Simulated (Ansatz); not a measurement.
# BNH (quartet): one geometry, many settings at distance B1–H3 = 1.319 Å

Aim: run BNH (quartet) at one geometry under a spread of methods and options, and see what each costs and gives.

The runs use Ansatz 0.2.0, Gaussian basis; the settings change from run to run.

17 further runs of the same task are left out: 12 that didn't finish, 5 set aside as unsound or not needed.

## Step 1: What is computed

The geometry derives from a PBE0/def2-TZVP stationary point (not a proven minimum). One bond is set to the value named and the two fragments are kept rigid.

3 atoms, charge 0, spin multiplicity 4.

Atoms are counted from 1 here; the program's logs count them from 0.

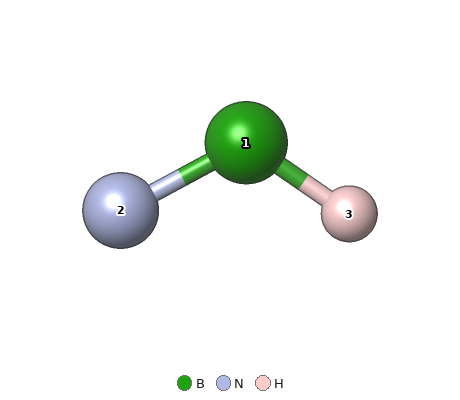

The structure; boron green, nitrogen light blue, hydrogen pink; atoms are numbered from 1 in the order of the file.

As a file:

```
atom   x (Å)    y (Å)    z (Å)
  B1  0.0000  -0.1887   0.7703
  N2  0.0000   0.0839  -0.7077
  H3  0.0000   0.8582   1.5726
```

## Step 2: BCCD(T) on UHF/STO-3G

Contents of in.yaml:

```yaml
crystal:
  periodic: [false, false, false]
  atoms:
    - {symbol: B, position_ang: [0.000000, -0.188734, 0.770282]}
    - {symbol: N, position_ang: [0.000000, 0.083919, -0.707707]}
    - {symbol: H, position_ang: [0.000000, 0.858162, 1.572634]}
basis:
  gaussian: {orbitals: STO-3G, point_charges: [{charge: -1.00, position_ang: [4.715, 0.333, -0.803]}]}
magnetization: {spin_polarized: true, initial_magnetization: 3}
correlation: {method: bccd_t, electrons: valence}
accuracy: high
scf: {lower_state_search: light}
```

Command:

```bash
> ansatz run in.yaml --threads 1 --pin off --events-out ev --progress --plain --max-ram 2393MiB
```

The log of the run, shortened:

```text
Functional definition: HF
  name "HF"
  cite "Fock, Z. Phys. 61, 126 (1930) doi:10.1007/BF01340294"
  parent pbe
[...]
168 factors; integrals over basis functions are off by at most 1.6e-8 eV
[...]
mean field -2137.29172282 eV, -78.5440221054 hartree, gradient 2.7e-8 eV, S^2 3.755499; 5 other end points of the search recorded, 0 dependent functions left out
determinant -2137.29172282 eV, -78.5440221054 hartree, with singles and doubles -2138.82427103 eV, -78.6003422132 hartree
determinant -2135.09007763 eV, -78.4631131369 hartree, with singles and doubles -2137.22773199 eV, -78.5416704856 hartree
determinant -2134.58465467 eV, -78.4445391857 hartree, with singles and doubles -2136.44903857 eV, -78.5130540302 hartree
determinant -2134.29153439 eV, -78.4337672140 hartree, with singles and doubles -2136.01005371 eV, -78.4969216341 hartree
2 core orbitals not correlated: weight in the atoms' cores, before any rotation towards them, 1.000 or more for the frozen orbitals, at most 0.000 for the correlated occupied ones
reference -2137.29172282 eV, -78.5440221054 hartree; 6, 3 occupied and 3, 6 virtual orbitals, 168 factors
second order -0.98608428 eV of doubles, -0.00000000 eV of singles
cycle   1  -1.52850727 eV  change    4.0e-3 eV  update   6.9e-3
[...]
cycle  29  -1.52338656 eV  change  -2.7e-10 eV  update  7.5e-10
perturbative correction -0.03825095 eV, -0.0014056965 hartree
Total energy: -2138.85336034 eV, -78.6014112256 hartree
```

Wall time 0.27 s (1 thread of Arm Neoverse V1, shared host).

From the report: ⟨S²⟩ of the determinant 3.755 (pure quartet: 3.75); correlation -1.5616 eV; largest double amplitude 0.06.

## Step 3: HF/6-31G

Contents of in.yaml:

```yaml
crystal:
  periodic: [false, false, false]
  atoms:
    - {symbol: B, position_ang: [0.000000, -0.188734, 0.770282]}
    - {symbol: N, position_ang: [0.000000, 0.083919, -0.707707]}
    - {symbol: H, position_ang: [0.000000, 0.858162, 1.572634]}
basis:
  gaussian: {orbitals: 6-31G}
magnetization: {spin_polarized: false, initial_magnetization: 3}
hamiltonian: {xc: hf}
output: {orbitals: {seedname: orbitals}}
```

Same command.

The log of the run:

```text
Functional definition: HF
  name "HF"
  cite "Fock, Z. Phys. 61, 126 (1930) doi:10.1007/BF01340294"
  parent pbe
  exchange = exact_x
  correlation = 0
290 factors; integrals over basis functions are off by at most 3.1e-4 eV
mean field evaluation 1: about -2162.7396 eV, gradient 1.0e1 eV
mean field evaluation 2: about -2162.7403 eV, gradient 1.0e1 eV
mean field evaluation 4: about -2164.1692 eV, gradient 1.2e0 eV
mean field evaluation 8: about -2164.2164 eV, gradient 1.9e-1 eV
mean field evaluation 16: about -2161.4163 eV, gradient 9.0e0 eV
mean field evaluation 32: about -2161.4251 eV, gradient 9.0e0 eV
mean field -2164.21788911 eV, -79.5335404652 hartree, gradient 2.0e-5 eV, S^2 3.750000; 0 other end points of the search recorded, 0 dependent functions left out
reference -2164.21788911 eV, -79.5335404652 hartree; 8, 5 occupied and 12, 15 virtual orbitals, 290 factors
Total energy: -2164.21788911 eV, -79.5335404652 hartree
```

It took 0.12 s on 1 thread of Arm Neoverse V1, shared host.

## Step 4: CISDT/6-31G

Changes to in.yaml since step 3:

```diff
@@ -9,3 +9,4 @@
 magnetization: {spin_polarized: false, initial_magnetization: 3}
-hamiltonian: {xc: hf}
-output: {orbitals: {seedname: orbitals}}
+correlation: {active_space: {ras: {orbitals: [3, 3, 12], electrons: 9, max_holes: 3, max_particles: 3}, fixed_orbitals: true}}
+accuracy: high
+output: {forces: true}
```

Launched as before.

The log of the run, shortened:

```text
Functional definition: HF
  name "HF"
  cite "Fock, Z. Phys. 61, 126 (1930) doi:10.1007/BF01340294"
  parent pbe
[...]
482 factors; integrals over basis functions are off by at most 2.3e-9 eV
[...]
mean field -2164.21794302 eV, -79.5335424464 hartree, gradient 2.1e-8 eV, S^2 3.750000; 5 other end points of the search recorded, 0 dependent functions left out
reference -2164.21794302 eV, -79.5335424464 hartree; 8, 5 occupied and 12, 15 virtual orbitals, 482 factors
state -2167.26780933 eV, -79.6456229659 hartree
[...]
Total energy: -2167.26780933 eV, -79.6456229659 hartree
Atom 0 at     0.000000    -0.188734     0.770282 Å, force    -0.000000     1.004623     2.317077 eV/Å
Atom 1 at     0.000000     0.083919    -0.707707 Å, force    -0.000000     0.284993    -1.252574 eV/Å
Atom 2 at     0.000000     0.858162     1.572634 Å, force     0.000000    -1.289616    -1.064503 eV/Å
Dipole moment:     0.000000    -0.069011     0.207686 e Å
```

Wall time 5.5 s (1 thread of Arm Neoverse V1, shared host).

From the report: 123,242 determinants.

## Step 5: MP2 on UHF/def2-SVPD

Contents of in.yaml:

```yaml
crystal:
  periodic: [false, false, false]
  atoms:
    - {symbol: B, position_ang: [0.000000, -0.188734, 0.770282]}
    - {symbol: N, position_ang: [0.000000, 0.083919, -0.707707]}
    - {symbol: H, position_ang: [0.000000, 0.858162, 1.572634]}
basis:
  gaussian: {orbitals: def2-SVPD}
magnetization: {spin_polarized: true, initial_magnetization: 3}
correlation: {method: mp2, electrons: outside_noble_gas}
```

Launched as before.

The log of the run:

```text
Functional definition: HF
  name "HF"
  cite "Fock, Z. Phys. 61, 126 (1930) doi:10.1007/BF01340294"
  parent pbe
  exchange = exact_x
  correlation = 0
473 factors; integrals over basis functions are off by at most 1.3e-3 eV
mean field evaluation 1: about -2161.9530 eV, gradient 9.8e0 eV
mean field evaluation 2: about -2161.9555 eV, gradient 9.8e0 eV
mean field evaluation 4: about -2163.3193 eV, gradient 1.5e0 eV
mean field evaluation 8: about -2163.4335 eV, gradient 2.4e-1 eV
mean field evaluation 16: about -2163.4377 eV, gradient 1.2e-6 eV
mean field -2163.43771488 eV, -79.5048695912 hartree, gradient 1.2e-6 eV, S^2 3.763009; 0 other end points of the search recorded, 0 dependent functions left out
2 core orbitals not correlated: weight in the atoms' cores, before any rotation towards them, 1.000 or more for the frozen orbitals, at most 0.000 for the correlated occupied ones
reference -2163.43771488 eV, -79.5048695912 hartree; 6, 3 occupied and 40, 43 virtual orbitals, 473 factors
second order -4.28842850 eV of doubles, -0.00000000 eV of singles
Total energy: -2167.72614338 eV, -79.6624664316 hartree
```

Wall time 0.27 s (1 thread of Arm Neoverse V1, shared host).

From the report: ⟨S²⟩ of the determinant 3.763 (pure quartet: 3.75).

## Step 6: BCCD(T) on ROHF/def2-SVP

Contents of in.yaml:

```yaml
crystal:
  periodic: [false, false, false]
  atoms:
    - {symbol: B, position_ang: [0.000000, -0.188734, 0.770282]}
    - {symbol: N, position_ang: [0.000000, 0.083919, -0.707707]}
    - {symbol: H, position_ang: [0.000000, 0.858162, 1.572634]}
basis:
  gaussian: {orbitals: def2-SVP}
magnetization: {spin_polarized: false, initial_magnetization: 3}
correlation: {method: bccd_t, electrons: outside_noble_gas, diis_vectors: 12}
accuracy: high
output: {forces: true}
```

The command is unchanged.

The log of the run, shortened:

```text
Functional definition: HF
  name "HF"
  cite "Fock, Z. Phys. 61, 126 (1930) doi:10.1007/BF01340294"
  parent pbe
[...]
698 factors; integrals over basis functions are off by at most 3.3e-9 eV
[...]
mean field -2163.15812729 eV, -79.4945949367 hartree, gradient 6.2e-8 eV, S^2 3.750000; 6 other end points of the search recorded, 0 dependent functions left out
[...]
determinant -2163.15812729 eV, -79.4945949367 hartree, with singles and doubles -2168.21844608 eV, -79.6805582222 hartree
determinant -2161.43550647 eV, -79.4312897891 hartree, with singles and doubles -2166.81026259 eV, -79.6288084335 hartree
determinant -2160.64739672 eV, -79.4023272900 hartree, with singles and doubles -2166.11047022 eV, -79.6030915383 hartree
2 core orbitals not correlated: weight in the atoms' cores, before any rotation towards them, 1.000 or more for the frozen orbitals, at most 0.000 for the correlated occupied ones
reference -2163.15812729 eV, -79.4945949367 hartree; 6, 3 occupied and 25, 28 virtual orbitals, 698 factors
second order -4.14481864 eV of doubles, -0.10651052 eV of singles
cycle   1  -5.05627926 eV  change    4.0e-3 eV  update   6.4e-3
[...]
cycle  23  -5.05458290 eV  change   1.5e-10 eV  update  4.5e-10
perturbative correction -0.12028026 eV, -0.0044202181 hartree
[...]
Total energy: -2168.33299045 eV, -79.6847676502 hartree
Atom 0 at     0.000000    -0.188734     0.770282 Å, force     0.000000     1.355806     1.293443 eV/Å
Atom 1 at     0.000000     0.083919    -0.707707 Å, force    -0.000000     0.053714    -0.185705 eV/Å
Atom 2 at     0.000000     0.858162     1.572634 Å, force    -0.000000    -1.409519    -1.107737 eV/Å
Dipole moment:     0.000000    -0.025846     0.130725 e Å
```

Run time: 5 s. Hardware: 1 thread of Arm Neoverse V1, shared host.

From the report: correlation -5.1749 eV; largest double amplitude 0.03.

## Step 7: NEVPT2(3,8)/6-31G

Contents of in.yaml:

```yaml
crystal:
  periodic: [false, false, false]
  atoms:
    - {symbol: B, position_ang: [0.000000, -0.188734, 0.770282]}
    - {symbol: N, position_ang: [0.000000, 0.083919, -0.707707]}
    - {symbol: H, position_ang: [0.000000, 0.858162, 1.572634]}
basis:
  gaussian: {orbitals: 6-31G, fitting: {mean_field: def2-universal-jkfit}}
magnetization: {spin_polarized: false, initial_magnetization: 3}
correlation: {method: sc_nevpt2, electrons: outside_noble_gas, active_space: {window: {electrons: 3, orbitals: 8}}}
output: {forces: true}
```

Same command.

The log of the run, shortened:

```text
Functional definition: HF
  name "HF"
  cite "Fock, Z. Phys. 61, 126 (1930) doi:10.1007/BF01340294"
  parent pbe
[...]
170 factors; integrals over basis functions are off by at most 8.1e-2 eV
[...]
mean field -2164.21746827 eV, -79.5335249995 hartree, gradient 1.0e-6 eV, S^2 3.750000; 5 other end points of the search recorded, 0 dependent functions left out
reference -2164.21746827 eV, -79.5335249995 hartree; 8, 5 occupied and 12, 15 virtual orbitals, 170 factors
state -2164.40021656 eV, -79.5402408754 hartree
state -2164.40021656 eV, -79.5402408754 hartree; corrected -2166.66763116 eV, -79.6235668251 hartree
[...]
Total energy: -2166.66763116 eV, -79.6235668251 hartree
Atom 0 at     0.000000    -0.188734     0.770282 Å, force     0.000000     1.511650     2.168755 eV/Å
Atom 1 at     0.000000     0.083919    -0.707707 Å, force    -0.000000     0.163669    -0.883916 eV/Å
Atom 2 at     0.000000     0.858162     1.572634 Å, force    -0.000000    -1.675318    -1.284839 eV/Å
Dipole moment:    -0.000000    -0.075900     0.214593 e Å
```

Wall time 0.66 s (1 thread of Arm Neoverse V1, shared host).

From the report: 31 determinants; active occupations 1.00, 1.00, 1.00, 0.00, 0.00, 0.00, 0.00, 0.00.

## Step 8: HF/6-31G*

Contents of in.yaml:

```yaml
crystal:
  periodic: [false, false, false]
  atoms:
    - {symbol: B, position_ang: [0.000000, -0.188734, 0.770282]}
    - {symbol: N, position_ang: [0.000000, 0.083919, -0.707707]}
    - {symbol: H, position_ang: [0.000000, 0.858162, 1.572634]}
basis:
  gaussian: {orbitals: "6-31G*", point_charges: [{charge: -0.50, position_ang: [4.242, 0.840, -0.038]}]}
magnetization: {spin_polarized: false, initial_magnetization: 3}
hamiltonian: {xc: hf}
output: {orbitals: {seedname: orbitals}}
```

Launched as before.

The log of the run:

```text
Functional definition: HF
  name "HF"
  cite "Fock, Z. Phys. 61, 126 (1930) doi:10.1007/BF01340294"
  parent pbe
  exchange = exact_x
  correlation = 0
310 factors; integrals over basis functions are off by at most 7.5e-4 eV
mean field evaluation 1: about -2163.4728 eV, gradient 1.1e1 eV
mean field evaluation 2: about -2163.4737 eV, gradient 1.1e1 eV
mean field evaluation 4: about -2164.9631 eV, gradient 1.4e0 eV
mean field evaluation 8: about -2165.0164 eV, gradient 1.8e-1 eV
mean field evaluation 16: about -2162.9106 eV, gradient 3.9e0 eV
mean field -2165.01814133 eV, -79.5629491919 hartree, gradient 1.3e-5 eV, S^2 3.750000; 0 other end points of the search recorded, 0 dependent functions left out
reference -2165.01814133 eV, -79.5629491919 hartree; 8, 5 occupied and 24, 27 virtual orbitals, 310 factors
Total energy: -2165.01814133 eV, -79.5629491919 hartree
```

Run time: 0.15 s. Hardware: 1 thread of Arm Neoverse V1, shared host.

## Step 9: CASSCF(3,9)/6-31G

Contents of in.yaml:

```yaml
crystal:
  periodic: [false, false, false]
  atoms:
    - {symbol: B, position_ang: [0.000000, -0.188734, 0.770282]}
    - {symbol: N, position_ang: [0.000000, 0.083919, -0.707707]}
    - {symbol: H, position_ang: [0.000000, 0.858162, 1.572634]}
basis:
  gaussian: {orbitals: 6-31G}
magnetization: {spin_polarized: false, initial_magnetization: 3}
correlation: {active_space: {window: {electrons: 3, orbitals: 9}}}
scf: {lower_state_search: off}
```

Same command.

The log of the run:

```text
Functional definition: HF
  name "HF"
  cite "Fock, Z. Phys. 61, 126 (1930) doi:10.1007/BF01340294"
  parent pbe
  exchange = exact_x
  correlation = 0
these checks for a lower state are left out or cut short: stability, starts, cluster_reference, orbital_swaps, neighbouring_geometries, increment
290 factors; integrals over basis functions are off by at most 3.1e-4 eV
mean field evaluation 1: about -2162.7396 eV, gradient 1.0e1 eV
mean field evaluation 2: about -2162.7403 eV, gradient 1.0e1 eV
mean field evaluation 4: about -2164.1692 eV, gradient 1.2e0 eV
mean field evaluation 8: about -2164.2164 eV, gradient 1.9e-1 eV
mean field -2164.21788911 eV, -79.5335404652 hartree, gradient 2.2e-6 eV, S^2 3.750000; 0 other end points of the search recorded, 0 dependent functions left out
reference -2164.21788911 eV, -79.5335404652 hartree; 8, 5 occupied and 12, 15 virtual orbitals, 290 factors
state -2164.40301278 eV, -79.5403436346 hartree
Total energy: -2164.40301278 eV, -79.5403436346 hartree
Checks for a lower state left out: stability, starts, cluster_reference, orbital_swaps, neighbouring_geometries, increment
```

Run time: 0.33 s. Hardware: 1 thread of Arm Neoverse V1, shared host.

From the report: 84 determinants; active occupations 1.00, 1.00, 1.00, 0.00, 0.00, 0.00, 0.00, 0.00, 0.00.

## Step 10: CCSDT(Q) on ROHF/6-31G

Changes to in.yaml since step 9:

```diff
@@ -9,3 +9,3 @@
 magnetization: {spin_polarized: false, initial_magnetization: 3}
-correlation: {active_space: {window: {electrons: 3, orbitals: 9}}}
-scf: {lower_state_search: off}
+correlation: {method: ccsdt_q, electrons: all, diis_vectors: 4}
+output: {forces: true}
```

Launched as before.

The log of the run, shortened:

```text
Functional definition: HF
  name "HF"
  cite "Fock, Z. Phys. 61, 126 (1930) doi:10.1007/BF01340294"
  parent pbe
[...]
464 factors; integrals over basis functions are off by at most 7.5e-8 eV
[...]
mean field -2164.21794300 eV, -79.5335424456 hartree, gradient 2.2e-6 eV, S^2 3.750000; 7 other end points of the search recorded, 0 dependent functions left out
determinant -2164.21794300 eV, -79.5335424456 hartree, with singles and doubles -2167.33761048 eV, -79.6481881110 hartree
determinant -2162.56846914 eV, -79.4729253995 hartree, with singles and doubles -2166.09885268 eV, -79.6026646015 hartree
determinant -2161.86758902 eV, -79.4471685301 hartree, with singles and doubles -2165.19274551 eV, -79.5693657773 hartree
determinant -2161.78345806 eV, -79.4440767742 hartree, with singles and doubles -2165.32272205 eV, -79.5741423270 hartree
reference -2164.21794300 eV, -79.5335424456 hartree; 8, 5 occupied and 12, 15 virtual orbitals, 464 factors
second order -2.42922119 eV of doubles, -0.05460706 eV of singles
cycle   1  -2.88403941 eV  change   -4.0e-1 eV  update   6.2e-2
[...]
cycle  24  -3.20135228 eV  change    4.3e-7 eV  update   6.0e-7
perturbative correction -0.00319590 eV, -0.0001174471 hartree
[...]
Total energy: -2167.42249118 eV, -79.6513074192 hartree
Atom 0 at     0.000000    -0.188734     0.770282 Å, force     0.000000     0.945561     2.352761 eV/Å
Atom 1 at     0.000000     0.083919    -0.707707 Å, force    -0.000000     0.296089    -1.329348 eV/Å
Atom 2 at     0.000000     0.858162     1.572634 Å, force    -0.000000    -1.241650    -1.023413 eV/Å
Dipole moment:    -0.000000    -0.067198     0.203345 e Å
```

Run time: 34 s. Hardware: 1 thread of Arm Neoverse V1, shared host; peak memory 0.45 GiB.

From the report: correlation -3.2045 eV; T1 0.022; largest double amplitude 0.04.

## Step 11: The runs in one table

Where basis and cores are those of an earlier FCI/6-31G run (-2167.3663 eV), and the state is the same kind, the miss against it is given.

```
                                        level         correlated  functions  energy (eV)  from FCI (meV)    time
BCCD(T) on UHF/STO-3G (beside a point charge)            valence         11   -2138.8534                  0.27 s
                                     HF/6-31G                            20   -2164.2179          3148.4  0.12 s
                                  CISDT/6-31G  outside noble gas         20   -2167.2678            98.5   5.5 s
                         MP2 on UHF/def2-SVPD  outside noble gas         48   -2167.7261                  0.27 s
                     BCCD(T) on ROHF/def2-SVP  outside noble gas         33   -2168.3330                     5 s
                            NEVPT2(3,8)/6-31G  outside noble gas         20   -2166.6676           698.6  0.66 s
            HF/6-31G* (beside a point charge)                            32   -2165.0181                  0.15 s
                            CASSCF(3,9)/6-31G                            20   -2164.4030          2963.2  0.33 s
                       CCSDT(Q) on ROHF/6-31G                all         20   -2167.4225                    34 s
```

## Step 12: Outcome

| quantity | value |
| --- | --- |
| runs | 9 |
| quickest | HF/6-31G, 0.12 s |
| slowest | CCSDT(Q) on ROHF/6-31G, 34 s |

**Reading.** Total energies in different bases, with other cores or another treatment of relativity can't be set against each other. CCSDT(Q) on ROHF/6-31G took 280 times as long as HF/6-31G; the jobs differ in more than the method. Among the correlated runs with a miss given, it spans +98 to +699 meV. Hartree-Fock, CASSCF and CASCI lack dynamic correlation by design.
